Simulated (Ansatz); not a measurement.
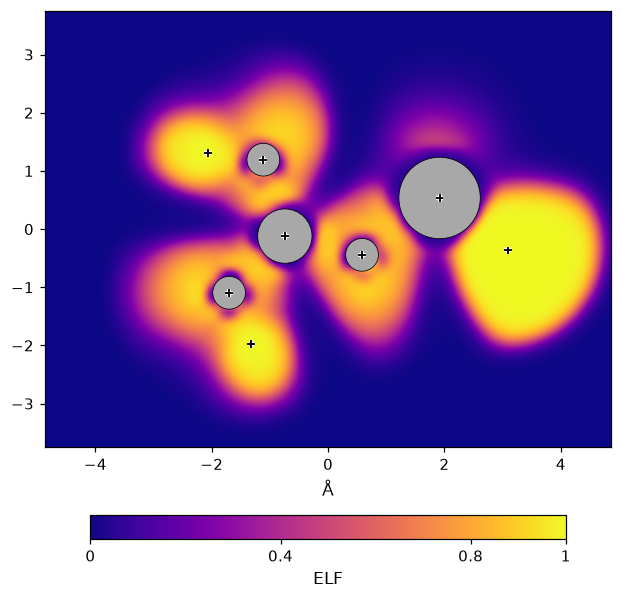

The electron localisation function on a plane through atoms (crosses mark nuclei in the plane; grey discs cover the cores).

Computed with Ansatz, RKS PBE0-D4/def2-TZVPP.

Candidates:
A. C2H7GaO2 (SMILES C[O][GaH][O]C)
B. BH5O3Si (SMILES OB(O)O[SiH3])
C. CH3F3GeO (SMILES FC(F)(F)[O][GeH3])

### Which system is this?

Candidate B: BH5O3Si on the plane of atoms O4, Si5 and H10, which holds O, B, Si and H. B–O (1.36 Å): the ELF peaks at about 0.90 between the atoms; a polar covalent bond. Si–O (1.65 Å): the ELF peaks at about 0.85 between the atoms: a shared but strongly polarised pair.
